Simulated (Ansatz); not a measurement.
Consider CaF2 in the fluorite structure (space group Fm-3m, No. 225; a = 5.421 Å).

Perturbation: hole doping at 1.5×10^21 cm⁻³ (0.0597 per cell), with a uniform compensating background at fixed cell and a 300 K Fermi–Dirac width.

Computed with PBEsol (Ansatz, a quantum-chemistry and plane-wave program, PAW, without spin-orbit coupling).

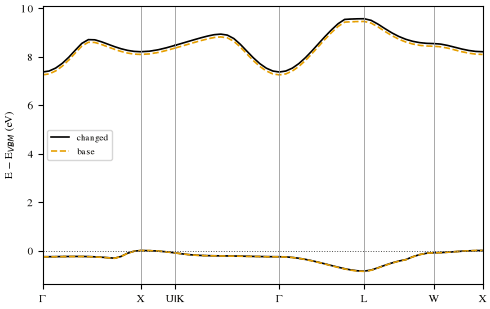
Highest valence and lowest conduction band along the path, each from its own valence-band maximum

The gap is 7.37 eV, indirect, X → Γ; the base has 7.25 eV.

Charged cell with a jellium background: band edges are those of the host's band count, energies are not comparable with the neutral cell, and many-body gap narrowing is missing. Whether these cells are dynamically stable was not tested.
